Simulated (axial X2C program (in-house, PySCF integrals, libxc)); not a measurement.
# All-electron X2C curves of YS

Aim: find the lowest determinant of YS, scan the bond at several levels and fit the constants, once spin-free and once with spin–orbit coupling.

Method: all-electron X2C, Y dyall-cv3z, S dyall-av3z; program: an in-house X2C program for linear molecules on PySCF integrals.

All values are calculated.

## Step 1: The job

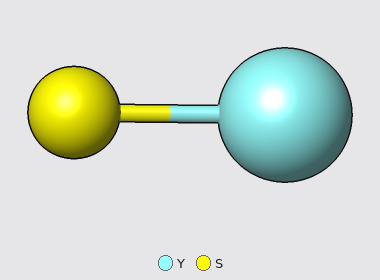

The two atoms at 2.240 Å (yttrium light teal, sulfur yellow).

task.json reads:

```json
{
 "zs": [
  39,
  16
 ],
 "q": 0,
 "bas": [
  "dyall-cv3z",
  "dyall-av3z"
 ],
 "levels": [
  "PBE0",
  "HF",
  "PBE50"
 ],
 "cc": true,
 "r0": 2.24,
 "thr": -1.0,
 "nmax": 90,
 "npts": 10,
 "nst": 2,
 "ntry": 6
}
```

Keys: zs atomic numbers; q charge; bas basis sets; levels methods (HF also brings MP2); cc coupled cluster on or off; r0 starting distance in Å; thr threshold in hartree for freezing inner shells (an s shell follows its p shell); nmax most natural virtual spinors; npts points asked for on the curve; nst determinants followed; ntry starts of the search.

Run with:

```
> python so2c.py task.json out
```

Spin-free means the one-electron spin-free X2C Hamiltonian; two-component (2c) means X2C with spin–orbit coupling and atomic mean-field two-electron Coulomb and Gaunt terms. Basis: Y dyall-cv3z contracted to [11s12p9d6f3g], S dyall-av3z contracted to [9s8p3d2f]; Gaussian nuclei, density fitting. Masses: Y 88.906 u, S 31.972 u.

Notation: σ, π±, δ± give the projection m of an orbital's angular momentum (0, ±1, ±2), α and β its spin, Λ and M_S the sums; ω is the projection of a spinor's total angular momentum and Ω the sum. Logs are in hartree.

The results follow Hamiltonian by Hamiltonian and level by level.

## Step 2: Search for the lowest determinant

Determinants are compared with PBE0 at 2.240 Å.

Spin-free determinants:

```tsv
ΔE (eV)	state	open shells
0.00	M_S = 1/2, Λ = 0	beyond closed shells: σα
1.37	M_S = 1/2, Λ = 2	beyond closed shells: δ+α
1.59	M_S = 1/2, Λ = 1	beyond closed shells: π+α
2.47	M_S = 1/2, Λ = 1	beyond closed shells: π+α, π+β, π-α
3.12	M_S = 3/2, Λ = 1	beyond closed shells: σα, π+α, π-α, π-β, δ+α
3.12	M_S = 3/2, Λ = 3	beyond closed shells: σα, π+α, π+β, π-α, δ+α
3.18	M_S = 1/2, Λ = 1	beyond closed shells: σα, π+β, π-α, π-β, δ+α
```

Two-component determinants:

```csv
ΔE (eV),state,open shells
0.00,Ω = 1/2,excess of +ω over −ω: ω = 1/2
1.34,Ω = 3/2,excess of +ω over −ω: ω = 3/2
1.40,Ω = 5/2,excess of +ω over −ω: ω = 5/2
2.44,Ω = 3/2,excess of +ω over −ω: ω = 3/2
3.10,Ω = 5/2,"excess of +ω over −ω: ω = -1/2, 2 × ω = 3/2"
3.11,Ω = 9/2,"excess of +ω over −ω: ω = 1/2, ω = 3/2, ω = 5/2"
3.18,Ω = 3/2,"excess of +ω over −ω: ω = 1/2, ω = -3/2, ω = 5/2"
```

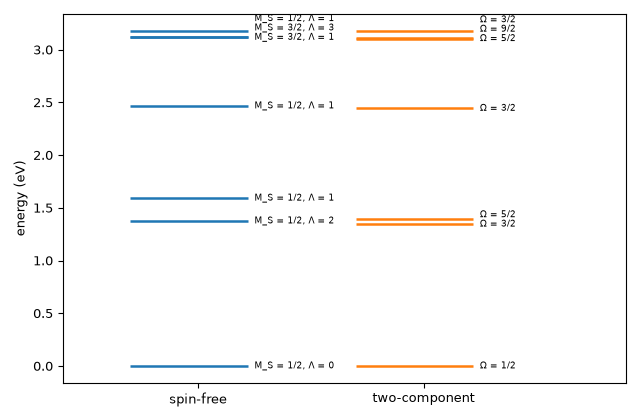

The determinants found, each set from its own lowest.

## Step 3: PBE0, spin-free

State followed: M_S = 1/2, Λ = 0 (beyond closed shells: σα). The scan is laid around 2.269 Å, a first estimate of the minimum, and this SCF restarts from the orbitals of the search.

The SCF at the reference distance of 2.269 Å:

```text
spin-free X2C-1e  PBE0
basis functions 223  fitting functions 1053  grid points 5082
iter        total energy     max residual
   1      -3780.220178625     4.49e+00
   2      -3783.863751667     3.39e-02
   3      -3783.676231566     9.72e-02
   4      -3783.900059471     2.21e-02
   5      -3783.922078090     4.15e-03
   6      -3783.922692217     1.60e-03
   7      -3783.922779440     6.13e-04
   8      -3783.922812813     2.88e-04
   9      -3783.922825493     8.25e-05
  10      -3783.922827039     2.00e-05
  11      -3783.922827078     6.97e-06
  12      -3783.922827081     9.75e-07
  13      -3783.922827081     3.57e-07
converged
one-electron -5519.76549329  Coulomb 1726.19682455  exact exchange -33.40518052  xc functional -102.47854134  nuclear repulsion 145.52956351
```

Along the bond, energies from the lowest point:

| R (Å) | E (eV) | μ (D) | HOMO (eV) | LUMO (eV) | iterations |
| --- | --- | --- | --- | --- | --- |
| 1.974 | 1.3355 | -4.63 | -4.44 | -2.27 | 14 |
| 2.065 | 0.5616 | -5.17 | -4.58 | -2.39 | 14 |
| 2.133 | 0.2239 | -5.57 | -4.69 | -2.49 | 14 |
| 2.201 | 0.0482 | -5.96 | -4.79 | -2.58 | 14 |
| 2.269 | 0.0000 | -6.34 | -4.88 | -2.68 | 13 |
| 2.348 | 0.0686 | -6.77 | -4.99 | -2.78 | 15 |
| 2.428 | 0.2380 | -7.19 | -5.09 | -2.88 | 15 |
| 2.530 | 0.5590 | -7.70 | -5.21 | -3.01 | 17 |
| 2.655 | 1.0491 | -8.27 | -5.33 | -3.15 | 18 |
| 2.836 | 1.8455 | -8.97 | -5.40 | -3.33 | 19 |

Dipoles are positive if S is the positive end.

Outer orbitals at the reference distance:

```
symmetry  occupied  ε (eV)           atomic character
     π+α       yes  -30.28                    98% Y p
     π-α       yes  -30.28                    98% Y p
      σα       yes  -30.26                    94% Y p
     π+β       yes  -30.11                    98% Y p
     π-β       yes  -30.11                    98% Y p
      σβ       yes  -29.97                    94% Y p
      σβ       yes  -16.72   68% S s, 11% Y d, 9% Y p
      σα       yes  -16.71   67% S s, 12% Y d, 9% Y p
      σα       yes   -6.81   68% S p, 17% Y d, 7% Y s
      σβ       yes   -6.72   70% S p, 16% Y d, 6% Y s
     π-β       yes   -6.44   66% S p, 22% Y d, 5% Y f
     π+β       yes   -6.44   66% S p, 22% Y d, 5% Y f
     π-α       yes   -6.43   64% S p, 24% Y d, 5% Y f
     π+α       yes   -6.43   64% S p, 24% Y d, 5% Y f
      σα       yes   -4.88  58% Y s, 17% Y d, 11% Y p
      σβ        no   -2.68  61% Y s, 12% Y d, 12% Y p
     δ-α        no   -1.89            96% Y d, 2% S d
     δ+α        no   -1.89            96% Y d, 2% S d
     π+α        no   -1.84   57% Y p, 37% Y d, 4% S p
```

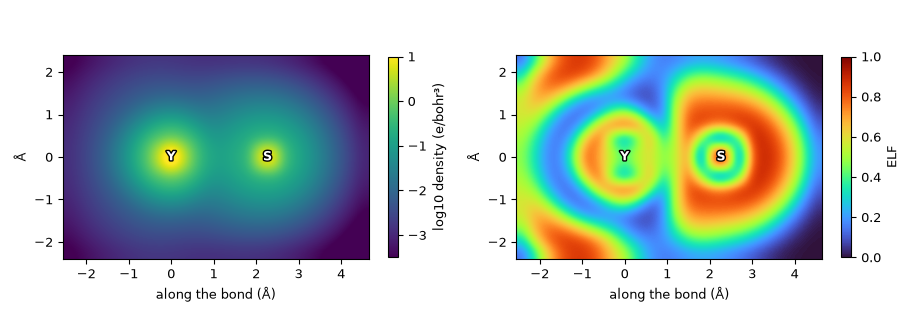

PBE0 fields in a plane through the axis, from a grid of 0.3 Å; Y lies at z = 0 and S at z = 2.269 Å; the ELF is damped to zero where the density is low.

Re = 2.265 Å, ωe = 503 cm⁻¹, ωexe = 1.07 cm⁻¹, Be = 0.1398 cm⁻¹, De = 5.53 eV, μ = -6.32 D.

## Step 4: HF, spin-free

Output at 2.269 Å:

```text
spin-free X2C-1e  HF
basis functions 223  fitting functions 1053  grid points 5082
iter        total energy     max residual
   1      -3781.659827308     2.69e-01
   2      -3781.686339116     6.11e-03
   3      -3781.687977889     4.33e-03
   4      -3781.688990748     1.66e-03
   5      -3781.689265106     1.34e-03
   6      -3781.689455707     8.73e-04
   7      -3781.689588745     4.63e-04
   8      -3781.689636906     1.44e-04
   9      -3781.689640553     6.60e-05
  10      -3781.689641230     2.86e-05
  11      -3781.689641375     1.50e-05
  12      -3781.689641436     1.16e-05
  13      -3781.689641457     6.64e-06
  14      -3781.689641465     2.96e-06
  15      -3781.689641468     1.72e-06
  16      -3781.689641468     1.14e-06
converged
one-electron -5517.69444861  Coulomb 1724.16228953  exact exchange -133.68704591  xc functional 0.00000000  nuclear repulsion 145.52956351
```

Re = 2.298 Å, ωe = 508 cm⁻¹, ωexe = 0.91 cm⁻¹, Be = 0.1358 cm⁻¹, De = 3.53 eV, μ = -7.25 D.

## Step 5: PBE50, spin-free

Output at 2.269 Å:

```text
spin-free X2C-1e  PBE50
basis functions 223  fitting functions 1053  grid points 5082
iter        total energy     max residual
   1      -3784.013548119     9.05e-02
   2      -3784.016397979     4.55e-03
   3      -3784.015243654     7.00e-03
   4      -3784.017150133     6.00e-04
   5      -3784.017161740     2.24e-04
   6      -3784.017168920     1.73e-04
   7      -3784.017173065     8.95e-05
   8      -3784.017174883     3.31e-05
   9      -3784.017175093     8.60e-06
  10      -3784.017175100     2.44e-06
  11      -3784.017175101     1.08e-06
converged
one-electron -5519.52284919  Coulomb 1725.97822177  exact exchange -66.83070526  xc functional -69.17140593  nuclear repulsion 145.52956351
```

Re = 2.255 Å, ωe = 519 cm⁻¹, ωexe = 1 cm⁻¹, Be = 0.1409 cm⁻¹, De = 5.29 eV, μ = -6.64 D.

## Step 6: MP2 and beyond, spin-free

Correlated methods: 9 electrons correlated (frozen shells, counted by type: Y 4 s, 3 p, 1 d; S 2 s, 1 p), 309 virtual spinors in MP2, 89 natural virtuals in coupled cluster.

Output of the correlated part at 2.269 Å:

```text
correlated 9  virtual 309  natural virtual 89  E(MP2) -0.224401026  MP2 remainder -0.005761383
iter   CCSD correlation   residual
   1     -0.221340068   1.36e-01
   2     -0.227175245   6.75e-02
   3     -0.229685069   2.39e-02
   4     -0.229751909   9.74e-03
   5     -0.229815288   4.77e-03
   6     -0.229842289   2.16e-03
   7     -0.229843499   9.44e-04
   8     -0.229851495   3.49e-04
   9     -0.229847821   1.52e-04
  10     -0.229848199   6.51e-05
  11     -0.229847264   2.90e-05
  12     -0.229847369   1.26e-05
  13     -0.229847316   5.52e-06
  14     -0.229847315   2.54e-06
(T) -0.015850238  T1 0.0371  D1 0.0731  max T2 0.049
```

T1 in the output is the amplitude norm over the root of the electron number; divide by √2 for the Lee–Taylor value.

MP2: Re = 2.311 Å, ωe = 482 cm⁻¹, Be = 0.1342 cm⁻¹, De = 5.49 eV.

CCSD: Re = 2.306 Å, ωe = 488 cm⁻¹, ωexe = 0.975 cm⁻¹, Be = 0.1348 cm⁻¹, De = 4.91 eV. T1 at Re = 0.027 (Lee–Taylor, the printed value over √2).

CCSD(T): Re = 2.317 Å, ωe = 475 cm⁻¹, ωexe = 1.07 cm⁻¹, Be = 0.1335 cm⁻¹, De = 5.17 eV. T1 at Re = 0.027 (Lee–Taylor, the printed value over √2).

## Step 7: A higher determinant, spin-free

State: M_S = 1/2, Λ = 2 (beyond closed shells: δ+α).

Output at the reference distance:

```text
spin-free X2C-1e  PBE0
basis functions 223  fitting functions 1053  grid points 5082
iter        total energy     max residual
   1      -3780.257733104     4.20e+00
   2      -3783.806459517     4.05e-02
   3      -3783.371990860     1.11e-01
   4      -3783.851057483     2.72e-02
   5      -3783.872013831     8.22e-03
   6      -3783.873073799     1.63e-03
   7      -3783.873164036     6.30e-04
   8      -3783.873183176     1.07e-04
   9      -3783.873183596     5.43e-05
  10      -3783.873183641     1.08e-05
  11      -3783.873183650     2.82e-06
  12      -3783.873183651     8.13e-07
converged
one-electron -5522.55452687  Coulomb 1729.12515562  exact exchange -33.42693506  xc functional -102.54644085  nuclear repulsion 145.52956351
```

| R (Å) | E above the lowest PBE0 point (eV) |
| --- | --- |
| 1.974 | 2.903 |
| 2.065 | 2.071 |
| 2.133 | 1.684 |
| 2.201 | 1.455 |
| 2.269 | 1.351 |
| 2.348 | 1.352 |
| 2.428 | 1.454 |
| 2.530 | 1.686 |
| 2.655 | 2.068 |

Re = 2.307 Å, ωe = 461 cm⁻¹, ωexe = 1.13 cm⁻¹, Be = 0.1347 cm⁻¹, μ = -9.12 D. Te = 1.34 eV.

## Step 8: The spin-free curves together

Energy (eV) of the followed determinant, spin-free, from each level's lowest point:

| R (Å) | PBE0 | HF | MP2 | CCSD | CCSD(T) | PBE50 |
| --- | --- | --- | --- | --- | --- | --- |
| 1.974 | 1.335 | 1.703 | 1.710 | n/a | n/a | 1.300 |
| 2.065 | 0.562 | 0.784 | 0.806 | 0.790 | 0.842 | 0.530 |
| 2.133 | 0.224 | 0.357 | 0.381 | 0.367 | 0.407 | 0.200 |
| 2.201 | 0.048 | 0.107 | 0.125 | 0.115 | 0.144 | 0.035 |
| 2.269 | 0.000 | 0.000 | 0.005 | 0.000 | 0.015 | 0.000 |
| 2.348 | 0.069 | 0.018 | 0.000 | 0.002 | 0.000 | 0.088 |
| 2.428 | 0.238 | 0.154 | 0.105 | 0.117 | 0.095 | 0.281 |
| 2.530 | 0.559 | 0.455 | 0.357 | 0.384 | 0.333 | 0.636 |
| 2.655 | 1.049 | 0.951 | 0.780 | n/a | n/a | 1.174 |
| 2.836 | 1.845 | 1.793 | 1.558 | n/a | n/a | 2.047 |

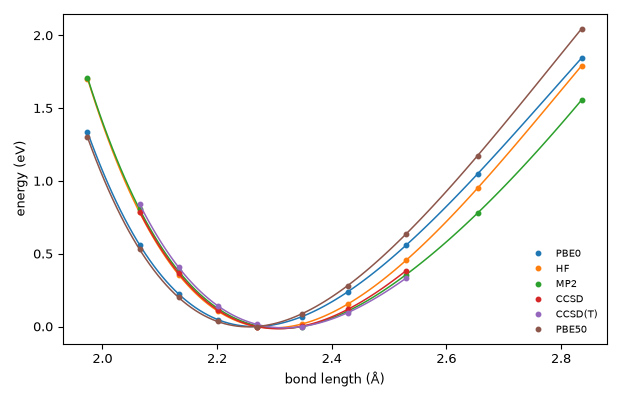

Curves of the followed state, spin-free, each from its own lowest point.

(Part 1 of 2 ends here.)
